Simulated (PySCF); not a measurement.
# Geometry relaxation, with input and output: GaP2H5F2 (part 2 of 2)

Continued. System: GaP2H5F2. Method: PBE0-D3(BJ)/def2-SVP geometry optimisation, gas phase (PySCF 2.14.0). 

Geometry of the input (Å):
```
F  1.4286  1.2209  -1.6022
P  0.7217  0.1265  -0.6631
F  -0.4850  1.2293  -0.1952
P  2.0449  0.4153  1.0767
Ga -2.0082  -0.4050  -0.1939
H  1.5450  -0.7751  1.6370
H  3.0535  -0.2368  0.3879
H  -1.0676  -1.2196  0.7916
H  -1.9307  -0.6784  -1.6885
H  -3.2518  0.3020  0.4287
```

## Trajectory as extended XYZ, continued
```
10
Properties=species:S:1:pos:R:3:forces:R:3 step=15 energy=-76435.17248
F     1.9275    1.1354   -1.6704   -0.0024  -0.0107   0.0025
P     1.0551   -0.0384   -0.9909    0.0302  -0.0397  -0.0082
F    -0.4030    0.7783   -1.0672   -0.0295   0.0490  -0.0143
P     1.5649    0.5163    1.1089   -0.0003  -0.0159  -0.0032
Ga   -2.0396   -0.3990   -0.0744   -0.0211   0.0031   0.0068
H     1.2406   -0.7850    1.5985    0.0188   0.0005   0.0085
H     2.9257    0.1674    0.8360    0.0063   0.0189   0.0104
H    -0.8926   -1.4572    0.2436    0.0034  -0.0125   0.0077
H    -2.9533   -0.6612   -1.3189    0.0031   0.0126  -0.0075
H    -2.3742    0.6540    1.0381   -0.0085  -0.0051  -0.0026
10
Properties=species:S:1:pos:R:3:forces:R:3 step=16 energy=-76435.17408
F     1.9206    1.1147   -1.6730   -0.0054  -0.0043   0.0012
P     1.0339   -0.0422   -0.9823    0.0469  -0.0450  -0.0158
F    -0.4099    0.8027   -1.0474   -0.0103   0.0289   0.0124
P     1.5780    0.5087    1.1109   -0.0081  -0.0104   0.0044
Ga   -2.0429   -0.3964   -0.0757   -0.0313   0.0131  -0.0126
H     1.2687   -0.7933    1.6081    0.0130   0.0002   0.0012
H     2.9373    0.1686    0.8202   -0.0023   0.0195  -0.0002
H    -0.8858   -1.4396    0.2602    0.0001  -0.0004   0.0046
H    -2.9212   -0.6601   -1.3456   -0.0003   0.0001   0.0033
H    -2.4216    0.6424    1.0352   -0.0022  -0.0016   0.0015
10
Properties=species:S:1:pos:R:3:forces:R:3 step=17 energy=-76435.17570
F     1.9213    1.0755   -1.6761   -0.0071  -0.0023  -0.0017
P     1.0176   -0.0614   -0.9732    0.0303  -0.0127   0.0059
F    -0.4078    0.8185   -1.0277   -0.0074   0.0066  -0.0006
P     1.5851    0.4946    1.1133   -0.0130  -0.0045   0.0030
Ga   -2.0524   -0.3858   -0.0784   -0.0046   0.0098  -0.0192
H     1.3120   -0.8118    1.6192    0.0114  -0.0090  -0.0039
H     2.9482    0.1895    0.8057    0.0017   0.0093  -0.0013
H    -0.8822   -1.4139    0.2668   -0.0112  -0.0003   0.0115
H    -2.9030   -0.6532   -1.3658   -0.0035  -0.0048   0.0038
H    -2.4659    0.6356    1.0350    0.0035   0.0079   0.0026
10
Properties=species:S:1:pos:R:3:forces:R:3 step=18 energy=-76435.17684
F     1.9275    1.0452   -1.6781   -0.0046  -0.0071   0.0036
P     1.0139   -0.0820   -0.9712    0.0003   0.0207   0.0074
F    -0.4031    0.8148   -1.0347    0.0005  -0.0227  -0.0051
P     1.5737    0.4827    1.1155   -0.0112  -0.0002   0.0091
Ga   -2.0556   -0.3746   -0.0799    0.0079   0.0019  -0.0133
H     1.3393   -0.8307    1.6223    0.0092  -0.0119  -0.0099
H     2.9454    0.2207    0.8079    0.0017   0.0031  -0.0059
H    -0.8865   -1.4078    0.2598   -0.0103   0.0031   0.0136
H    -2.9154   -0.6444   -1.3606    0.0021   0.0009   0.0016
H    -2.4594    0.6455    1.0380    0.0045   0.0121  -0.0011
10
Properties=species:S:1:pos:R:3:forces:R:3 step=19 energy=-76435.17853
F     1.9355    0.9982   -1.6780   -0.0009  -0.0059   0.0025
P     1.0080   -0.1161   -0.9683   -0.0319   0.0470   0.0079
F    -0.3991    0.7997   -1.0522    0.0126  -0.0391  -0.0144
P     1.5497    0.4608    1.1201   -0.0042  -0.0022   0.0134
Ga   -2.0568   -0.3551   -0.0810    0.0095  -0.0083   0.0012
H     1.3819   -0.8650    1.6206    0.0064  -0.0137  -0.0128
H     2.9322    0.2716    0.8083   -0.0001  -0.0014  -0.0054
H    -0.8948   -1.3997    0.2544   -0.0058   0.0034   0.0147
H    -2.9351   -0.6294   -1.3483    0.0105   0.0060   0.0007
H    -2.4379    0.6706    1.0397    0.0039   0.0142  -0.0079
10
Properties=species:S:1:pos:R:3:forces:R:3 step=20 energy=-76435.18056
F     1.9422    0.9478   -1.6781    0.0073  -0.0048   0.0007
P     1.0013   -0.1532   -0.9656   -0.0632   0.0661   0.0026
F    -0.3951    0.7809   -1.0712    0.0290  -0.0554  -0.0099
P     1.5259    0.4284    1.1264    0.0012  -0.0049   0.0142
Ga   -2.0597   -0.3323   -0.0798    0.0124  -0.0132   0.0168
H     1.4410   -0.9121    1.6087    0.0008  -0.0119  -0.0148
H     2.9150    0.3280    0.8040   -0.0010  -0.0033  -0.0042
H    -0.9112   -1.3895    0.2696    0.0001   0.0073   0.0081
H    -2.9458   -0.6146   -1.3397    0.0127   0.0051  -0.0003
H    -2.4227    0.7092    1.0322    0.0009   0.0150  -0.0133
10
Properties=species:S:1:pos:R:3:forces:R:3 step=21 energy=-76435.18266
F     1.9467    0.8938   -1.6781    0.0120   0.0010  -0.0054
P     0.9904   -0.1917   -0.9631   -0.0635   0.0526   0.0009
F    -0.3927    0.7611   -1.0867    0.0346  -0.0402  -0.0040
P     1.5037    0.3828    1.1343    0.0050  -0.0067   0.0056
Ga   -2.0633   -0.3062   -0.0752    0.0090  -0.0096   0.0309
H     1.5139   -0.9722    1.5823   -0.0059  -0.0091  -0.0110
H     2.8919    0.3836    0.7934    0.0010  -0.0038   0.0017
H    -0.9301   -1.3700    0.3075    0.0047   0.0069  -0.0019
H    -2.9423   -0.6040   -1.3359    0.0061  -0.0032  -0.0007
H    -2.4196    0.7612    1.0140   -0.0029   0.0120  -0.0160
10
Properties=species:S:1:pos:R:3:forces:R:3 step=22 energy=-76435.18371
F     1.9468    0.8848   -1.6803    0.0097   0.0053  -0.0015
P     0.9871   -0.1971   -0.9652   -0.0352   0.0183  -0.0027
F    -0.3924    0.7573   -1.0876    0.0224  -0.0152   0.0030
P     1.5021    0.3602    1.1368    0.0039  -0.0085  -0.0032
Ga   -2.0663   -0.2982   -0.0692    0.0075   0.0011   0.0266
H     1.5385   -1.0031    1.5581   -0.0060  -0.0029  -0.0032
H     2.8882    0.3914    0.7891    0.0022  -0.0024   0.0009
H    -0.9402   -1.3580    0.3428    0.0061   0.0076  -0.0085
H    -2.9278   -0.6105   -1.3382   -0.0044  -0.0101  -0.0001
H    -2.4317    0.7903    0.9957   -0.0061   0.0069  -0.0114
10
Properties=species:S:1:pos:R:3:forces:R:3 step=23 energy=-76435.18440
F     1.9464    0.8850   -1.6804    0.0023   0.0115  -0.0030
P     0.9820   -0.1949   -0.9688    0.0086  -0.0250   0.0025
F    -0.3930    0.7622   -1.0847   -0.0053   0.0214   0.0015
P     1.5040    0.3439    1.1365    0.0031  -0.0060  -0.0097
Ga   -2.0674   -0.2933   -0.0631    0.0027   0.0100   0.0104
H     1.5436   -1.0245    1.5403   -0.0033  -0.0012   0.0026
H     2.8888    0.3816    0.7840    0.0021  -0.0019   0.0021
H    -0.9373   -1.3410    0.3654    0.0047   0.0013  -0.0045
H    -2.9140   -0.6231   -1.3379   -0.0102  -0.0125   0.0027
H    -2.4483    0.8077    0.9827   -0.0048   0.0024  -0.0046
10
Properties=species:S:1:pos:R:3:forces:R:3 step=24 energy=-76435.18478
F     1.9449    0.8932   -1.6810   -0.0020   0.0067   0.0001
P     0.9795   -0.1884   -0.9730    0.0259  -0.0314   0.0018
F    -0.3931    0.7713   -1.0798   -0.0190   0.0260   0.0033
P     1.5095    0.3350    1.1341    0.0017  -0.0025  -0.0088
Ga   -2.0678   -0.2910   -0.0591    0.0012   0.0089  -0.0045
H     1.5383   -1.0358    1.5303   -0.0006   0.0001   0.0032
H     2.8944    0.3641    0.7810    0.0011  -0.0017  -0.0005
H    -0.9318   -1.3285    0.3775    0.0027   0.0013  -0.0007
H    -2.9063   -0.6371   -1.3355   -0.0089  -0.0085   0.0047
H    -2.4623    0.8162    0.9746   -0.0020   0.0012   0.0014
10
Properties=species:S:1:pos:R:3:forces:R:3 step=25 energy=-76435.18505
F     1.9426    0.8940   -1.6812   -0.0044   0.0007  -0.0007
P     0.9745   -0.1876   -0.9761    0.0237  -0.0207   0.0031
F    -0.3942    0.7798   -1.0755   -0.0178   0.0199   0.0000
P     1.5128    0.3243    1.1314    0.0020   0.0017  -0.0055
Ga   -2.0671   -0.2855   -0.0567   -0.0034   0.0026  -0.0093
H     1.5381   -1.0478    1.5234    0.0007   0.0000   0.0009
H     2.8971    0.3513    0.7753    0.0006  -0.0023  -0.0006
H    -0.9239   -1.3138    0.3836   -0.0001  -0.0004   0.0031
H    -2.9036   -0.6482   -1.3302   -0.0036  -0.0022   0.0051
H    -2.4719    0.8241    0.9701    0.0021   0.0007   0.0038
10
Properties=species:S:1:pos:R:3:forces:R:3 step=26 energy=-76435.18511
F     1.9406    0.8977   -1.6828   -0.0024  -0.0035   0.0001
P     0.9742   -0.1857   -0.9780    0.0052  -0.0019  -0.0006
F    -0.3952    0.7831   -1.0742   -0.0052   0.0019   0.0008
P     1.5160    0.3240    1.1288    0.0018   0.0011  -0.0009
Ga   -2.0666   -0.2846   -0.0559   -0.0022  -0.0003  -0.0052
H     1.5339   -1.0479    1.5223    0.0011   0.0013   0.0000
H     2.9005    0.3432    0.7729   -0.0003  -0.0019  -0.0027
H    -0.9212   -1.3115    0.3826   -0.0005   0.0009   0.0027
H    -2.9073   -0.6523   -1.3254   -0.0001   0.0017   0.0029
H    -2.4709    0.8248    0.9712    0.0026   0.0006   0.0029
```

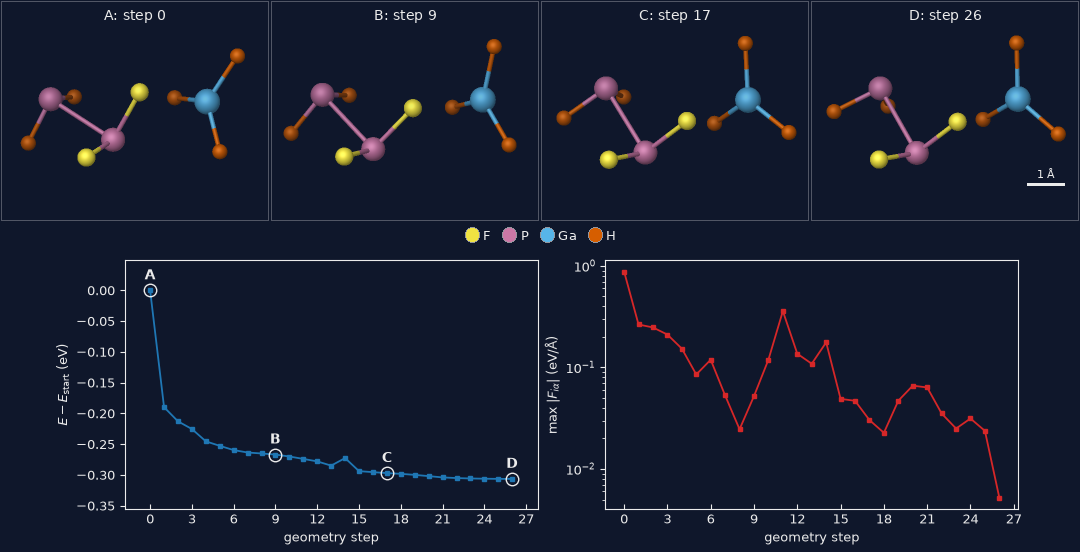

**Figure 1.** Frames of the relaxation (ball-and-stick view, seen at a tilt) above the curves, on which the letters mark them (steps are counted from 0).

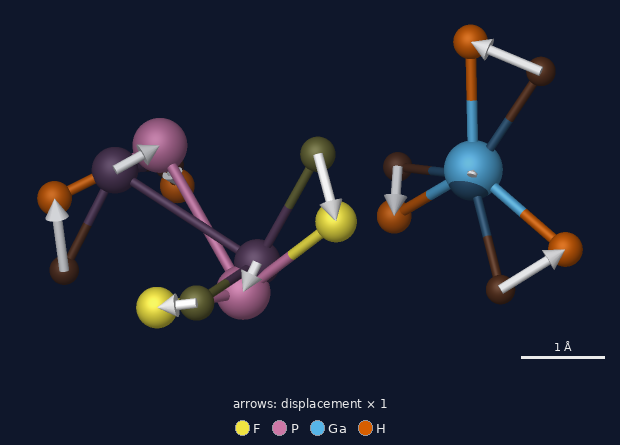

**Figure 2.** Start (faint) and end (solid) with the displacements as white arrows, at true length (ball-and-stick view, seen at a tilt). The two geometries are laid on each other by the best rigid fit. After 26 geometry steps the energy has fallen by 0.306 eV. The largest force component goes from 0.88 to 0.0052 eV/Å. H7 moves most after the best rigid fit: 0.94 Å. By element the largest moves are H 0.94 Å, F 0.85 Å, P 0.63 Å, Ga 0.08 Å. Distances before and after: P4–H7 1.384 → 1.430 Å, Ga5–H9 1.521 → 1.566 Å, P2–P4 2.205 → 2.234 Å, P2–F3 1.700 → 1.680 Å. Among the angles that change: H9–Ga5–H10 120.9° → 124.0°, P2–P4–H6 89.4° → 92.5°, F1–P2–F3 91.8° → 94.4°. (Atoms are counted from 1 in the order of the input.)

## Summary

```csv
quantity,value
outcome,converged
total energy,−2808.941267 hartree
dipole moment,2.44 D
point group,C1
wall time,3.2 min
peak memory,0.5 GiB
```
